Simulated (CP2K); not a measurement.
**C3H3FO2 (SMILES COC(F)=C=O): PM6**

Aim: the vertical ionisation energy of C3H3FO2 at PM6, from 2 runs. 

Program for the calculation: CP2K 2026.2.

4 further runs of the same task are left out: 2 that didn't finish, 2 set aside as unsound or not needed.

**1. The molecule**

C3H3FO2: 9 atoms, total charge 0, spin state singlet. As SMILES, `COC(F)=C=O`. Geometry: relaxed at GFN2-xTB. This is one conformer, not always the lowest.

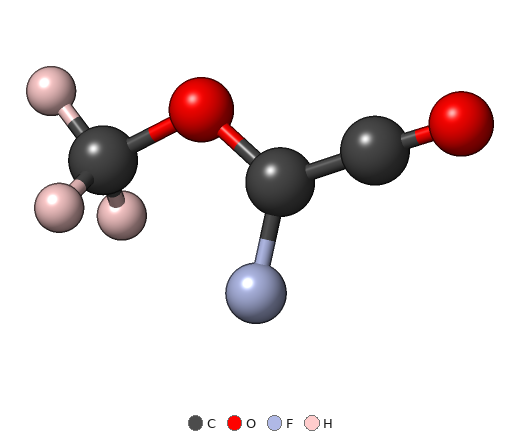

The structure, seen from a chosen angle (carbon dark grey, oxygen red, fluorine light blue, hydrogen pink).

**2. Energy and gradient at PM6**

run.inp

```
&GLOBAL
  PROJECT_NAME run
  RUN_TYPE ENERGY_FORCE
  PRINT_LEVEL MEDIUM
&END GLOBAL

&FORCE_EVAL
  METHOD QUICKSTEP
  &DFT
    &QS
      METHOD PM6
      EPS_DEFAULT 1.0E-10
      &SE
        &COULOMB
          CUTOFF [angstrom] 50
          RC_RANGE [angstrom] 0
        &END COULOMB
        &EXCHANGE
          CUTOFF [angstrom] 50
          RC_RANGE [angstrom] 0
        &END EXCHANGE
      &END SE
    &END QS
    &POISSON
      PERIODIC NONE
      POISSON_SOLVER ANALYTIC
    &END POISSON
    &SCF
      SCF_GUESS ATOMIC
      EPS_SCF 1.0E-06
      MAX_SCF 150
      ADDED_MOS 8
      &DIAGONALIZATION
        ALGORITHM STANDARD
      &END DIAGONALIZATION
      &MIXING
        METHOD DIRECT_P_MIXING
        ALPHA 0.4
      &END MIXING
    &END SCF
    &PRINT
      &MOMENTS
        PERIODIC F
        REFERENCE COM
        MAX_MOMENT 1
      &END MOMENTS
      &MO ON
        ENERGIES T
        OCCUPATION_NUMBERS T
        NDIGITS 6
        &EACH
          QS_SCF 0
        &END EACH
        ADD_LAST NUMERIC
      &END MO
      &HIRSHFELD OFF
      &END HIRSHFELD
    &END PRINT
  &END DFT
  &SUBSYS
    &CELL
      ABC 13.6 17.3 14.6
      PERIODIC NONE
    &END CELL
    &COORD
      UNIT bohr
      C      0.0168753    -2.6818048    -0.5271013
      O     -0.7786050    -0.6284662     0.9908590
      C      0.0379646     1.6979567     0.2211924
      F      1.5219854     1.7939737    -1.8760634
      C     -0.4558397     3.8050580     1.4206016
      O     -0.9358869     5.7085603     2.4349877
      H     -0.8027935    -4.3463323     0.3564401
      H      2.0769980    -2.8467590    -0.5562031
      H     -0.6806982    -2.5021864    -2.4647320
    &END COORD
    &TOPOLOGY
      &CENTER_COORDINATES
      &END CENTER_COORDINATES
    &END TOPOLOGY
  &END SUBSYS
  &PRINT
    &FORCES ON
    &END FORCES
  &END PRINT
&END FORCE_EVAL
```

Run with:

```bash
$ OMP_NUM_THREADS=1 cp2k.psmp run.inp > run.out
```

What it wrote (excerpt; [...] marks lines left out):

```text
CP2K| version string:                                       CP2K version 2026.2
[...]
 GLOBAL| Method name                                                        CP2K
[...]
 GLOBAL| Run type                                                   ENERGY_FORCE
[...]
                             - Atoms:                                          9
[...]
                             - Spherical basis functions:                     27
[...]
 Number of electrons:                                                         34
[...]
     1 P_Mix/Diag. 0.40E+00    0.0     0.82429793       -46.3198256694 -4.63E+01
[...]
    23 DIIS/Diag.  0.16E-06    0.0     0.00000071       -53.6631398716 -4.06E-12
  *** SCF run converged in    23 steps ***
  Core-core repulsion energy [eV]:                           2826.19379726236184
  Core Hamiltonian energy [eV]:                             -2408.13397542175016
  Two-electron integral energy [eV]:                        -3756.61623966809657
  Electronic energy [eV]:                                   -4286.44209525579845
  Total energy [eV]:                                        -1460.24829799343661
  Atomic reference energy [eV]:                              1456.75176952294373
  Heat of formation [kcal/mol]:                               -80.63186842784228
[...]
 SE_DIPOLE| Moment [Debye]         -0.47691143       1.76109509       0.91542418
 SE_DIPOLE| Derivative [a.u.]       0.00000000       0.00000000       0.00000000
 ENERGY| Total FORCE_EVAL ( QS ) energy [hartree]            -53.663139871572639
 FORCES| Atomic forces [hartree/bohr]
 FORCES|   Atom     x               y               z               |f|
 FORCES|      1  1.17078029E-02 -1.62289435E-02 -1.94571889E-02   2.79111708E-02
 FORCES|      2 -8.64726954E-03  1.15328824E-02  1.46817833E-02   2.05751648E-02
 FORCES|      3  2.24513344E-02 -1.25258327E-02 -3.74532243E-02   4.54279970E-02
 FORCES|      4 -1.46703724E-02 -1.72736724E-03  2.07877372E-02   2.55016400E-02
 FORCES|      5 -8.46512307E-03  2.79888398E-02  2.00540637E-02   3.54570012E-02
 FORCES|      6  1.59638728E-03 -6.38532096E-03 -3.88519332E-03   7.64300355E-03
 FORCES|      7 -4.35579864E-03 -1.12965282E-03  6.07438781E-03   7.55958230E-03
 FORCES|      8  2.99514215E-03 -1.13149317E-03  1.52633653E-03   3.54695030E-03
 FORCES|      9 -2.61210303E-03 -3.93111867E-04 -2.32870207E-03   3.52143046E-03
 FORCES| Sum    -3.33066907E-16 -1.22124533E-15 -3.74700271E-16
 FORCES| Total atomic force                                       1.32014166E-15
[...]
```

Run time: 0.28 s. Hardware: 1 thread of Arm Neoverse V1, shared host.

**3. The doublet cation at the same level**

calc.inp

```
&GLOBAL
 PROJECT calc
 RUN_TYPE ENERGY_FORCE
 PRINT_LEVEL MEDIUM
&END GLOBAL

&FORCE_EVAL
 METHOD QS
 &DFT
  CHARGE 1
  MULTIPLICITY 2
  UKS T
  &QS
   METHOD PM6
   EPS_DEFAULT 1.0E-10
   &SE
    &COULOMB
     CUTOFF [angstrom] 50
     RC_RANGE [angstrom] 0
    &END COULOMB
    &EXCHANGE
     CUTOFF [angstrom] 50
     RC_RANGE [angstrom] 0
    &END EXCHANGE
   &END SE
  &END QS
  &POISSON
   PERIODIC NONE
   POISSON_SOLVER ANALYTIC
  &END POISSON
  &SCF
   SCF_GUESS ATOMIC
   EPS_SCF 1.0E-06
   MAX_SCF 150
   ADDED_MOS 8
   &DIAGONALIZATION
    ALGORITHM STANDARD
   &END DIAGONALIZATION
   &MIXING
    METHOD DIRECT_P_MIXING
    ALPHA 0.4
   &END MIXING
  &END SCF
  &PRINT
   &MOMENTS
    PERIODIC F
    REFERENCE COM
    MAX_MOMENT 1
   &END MOMENTS
   &MO ON
    ENERGIES T
    OCCUPATION_NUMBERS T
    NDIGITS 6
    &EACH
     QS_SCF 0
    &END EACH
    ADD_LAST NUMERIC
   &END MO
   &HIRSHFELD OFF
   &END HIRSHFELD
  &END PRINT
 &END DFT
 &SUBSYS
  &CELL
   ABC [angstrom] 13.6 17.3 14.6
   PERIODIC NONE
  &END CELL
  &COORD
   UNIT bohr
   C      0.0168753    -2.6818048    -0.5271013
   O     -0.7786050    -0.6284662     0.9908590
   C      0.0379646     1.6979567     0.2211924
   F      1.5219854     1.7939737    -1.8760634
   C     -0.4558397     3.8050580     1.4206016
   O     -0.9358869     5.7085603     2.4349877
   H     -0.8027935    -4.3463323     0.3564401
   H      2.0769980    -2.8467590    -0.5562031
   H     -0.6806982    -2.5021864    -2.4647320
  &END COORD
  &TOPOLOGY
   &CENTER_COORDINATES
   &END CENTER_COORDINATES
  &END TOPOLOGY
 &END SUBSYS
 &PRINT
  &FORCES ON
  &END FORCES
 &END PRINT
&END FORCE_EVAL
```

Run with:

```bash
$ OMP_NUM_THREADS=1 cp2k.psmp calc.inp > calc.out
```

What it wrote (excerpt; [...] marks lines left out):

```text
CP2K| version string:                                       CP2K version 2026.2
[...]
 GLOBAL| Method name                                                        CP2K
[...]
 GLOBAL| Run type                                                   ENERGY_FORCE
[...]
                             - Atoms:                                          9
[...]
                             - Spherical basis functions:                     27
[...]
 Number of electrons:                                                         17
[...]
     1 P_Mix/Diag. 0.40E+00    0.0     0.40503358       -45.7694654650 -4.58E+01
[...]
    23 DIIS/Diag.  0.15E-06    0.0     0.00000077       -53.3587060286 -7.02E-12
  *** SCF run converged in    23 steps ***
  Core-core repulsion energy [eV]:                           2826.19379726236184
  Core Hamiltonian energy [eV]:                             -2349.73410496991482
  Two-electron integral energy [eV]:                        -3856.84784825011275
  Electronic energy [eV]:                                   -4278.15802909497143
  Total energy [eV]:                                        -1451.96423183260913
  Atomic reference energy [eV]:                              1456.75176952294373
  Heat of formation [kcal/mol]:                               110.40325065221049
[...]
 ENERGY| Total FORCE_EVAL ( QS ) energy [hartree]            -53.358706028572726
 FORCES| Atomic forces [hartree/bohr]
 FORCES|   Atom     x               y               z               |f|
 FORCES|      1  1.43532709E-02 -1.77486374E-02 -2.42204983E-02   3.32815723E-02
 FORCES|      2  1.85461858E-03  5.86301643E-02  7.50508446E-03   5.91376536E-02
 FORCES|      3  2.79431466E-02 -1.02686089E-01 -5.87546063E-02   1.21562149E-01
 FORCES|      4 -1.91287255E-02 -1.08736805E-03  2.63321659E-02   3.25649116E-02
 FORCES|      5 -3.24934871E-02  1.15175157E-01  6.76284958E-02   1.37458201E-01
 FORCES|      6  1.12881397E-02 -4.10225598E-02 -2.19263360E-02   4.78647754E-02
 FORCES|      7 -6.61068401E-03 -5.91296598E-03  8.44244558E-03   1.22449662E-02
 FORCES|      8  6.51830785E-03 -3.26675979E-03  1.06840487E-03   7.36895826E-03
 FORCES|      9 -3.72458698E-03 -2.08094158E-03 -6.07515611E-03   7.42363710E-03
 FORCES| Sum    -1.30451205E-15  0.00000000E+00  1.11022302E-16
 FORCES| Total atomic force                                       1.30922788E-15
[...]
```

Run time: 0.32 s. Hardware: 1 thread of Arm Neoverse V1, shared host.

**4. Summary of results**

At PM6:

| quantity | value |
| --- | --- |
| singlet C3H3FO2: total energy | -53.66314 Eh |
| singlet C3H3FO2: dipole moment | 2.04 D |
| singlet C3H3FO2: HOMO energy | -8.73 eV |
| singlet C3H3FO2: LUMO energy | -0.86 eV |
| singlet C3H3FO2: HOMO–LUMO gap | 7.87 eV |
| singlet C3H3FO2: heat of formation at this unrelaxed shape | -80.6 kcal/mol |
| singlet C3H3FO2: largest force on an atom | 2.336 eV/Å |
| doublet cation: total energy | -53.35871 Eh |
| doublet cation: HOMO energy (highest over α and β) | -15.75 eV |
| doublet cation: LUMO energy (lowest over α and β) | -7.84 eV |
| doublet cation: heat of formation at this unrelaxed shape | 110.4 kcal/mol |
| doublet cation: largest force on an atom | 7.068 eV/Å |
| vertical ionisation energy (to the doublet cation) | 8.284 eV |

Removing an electron at fixed nuclei costs 8.28 eV (799 kJ/mol). The largest force (singlet C3H3FO2) is 2.34 eV/Å: the shape isn't a stationary point for this species at this level.
